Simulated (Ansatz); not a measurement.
## Strength of the O–Si bond: CH8OSi2 → SiH3(SiH2) + CH3O

Species: CH8OSi2 `CO[SiH2][SiH3]`, singlet; SiH3(SiH2), doublet; CH3O `C[O]`, doublet. 

Shapes, held fixed at every level: PBE0-D4/def2-TZVP. Flexible molecules stand in one conformer, not always the lowest. Programs: Ansatz 0.2.0. The zero-point and thermal change to 298 K, harmonic and unscaled (PBE0-D4/def2-TZVP), is -18.6 kJ/mol.

| level | kind | ΔH(298 K) (kJ/mol) | less CCSD(T)/CBS estimate | CPU time (sum over the molecules) |
| --- | --- | --- | --- | --- |
| r2SCAN-D4/def2-TZVPP | meta-GGA | +407.6 | -45.9 | 50 s |
| B3LYP-D4/def2-TZVPP | global hybrid | +419.8 | -33.7 | 41 s |
| PBE0-D4/def2-TZVPP | global hybrid | +415.0 | -38.5 | 31 s |
| wB97X-V/def2-TZVPP | range-separated hybrid | +438.5 | -15.0 | 83 s |
| CCSD/def2-SVP | coupled cluster or CI | +402.9 | -50.6 | – |
| CCSD(T)/def2-TZVPP | coupled cluster or CI | +437.5 | -16.0 | 7.7 min |
| CCSD(T)/CBS estimate | coupled cluster or CI | +453.5 | 0.0 | 10 min |

The highest level, CCSD(T)/CBS estimate, gives ΔH(298 K) = +453.5 kJ/mol; the levels span +402.9 to +453.5. The column of differences is taken from that level and isn't an error. No measured value is set beside it here. Open shells run unrestricted unless RO is named. The CBS estimate extrapolates MP2 from def2-TZVPP and def2-QZVPP and adds CCSD(T) − MP2 in the triple-zeta set, cores frozen. Times are processor times on shared x86 and Arm servers, and rough.

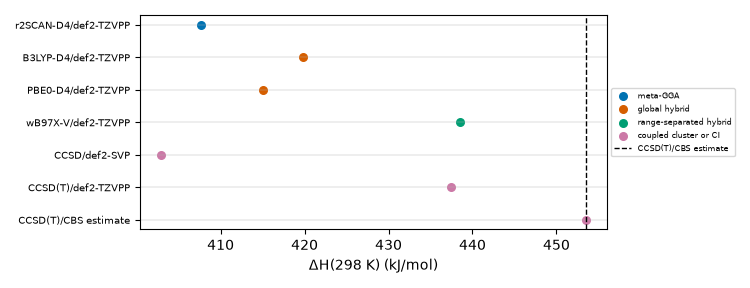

The values of the table, level by level.
